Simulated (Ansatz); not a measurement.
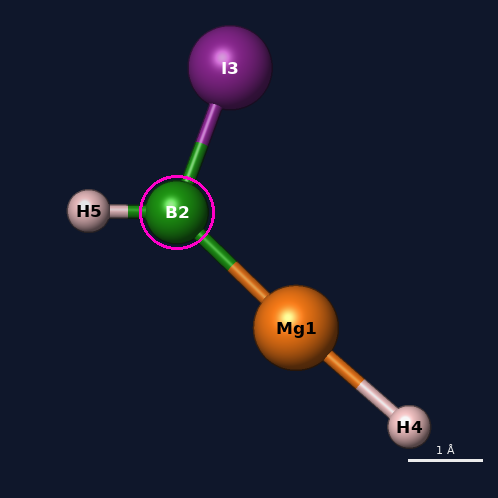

The picture comes from a calculation with Ansatz.

Orthographic view. Distant atoms are faded towards the background colour. Geometry: moved along internal coordinates away from the minimum.

> Name the neighbours of the circled atom.

The circled atom is B2; it is bonded to Mg1, I3, H5.

> Which two atoms are farthest apart in space?

I3 and H4, 5.51 Å.

> Which atom is farthest from the viewer?

I3, 0.5 Å behind the mean position.
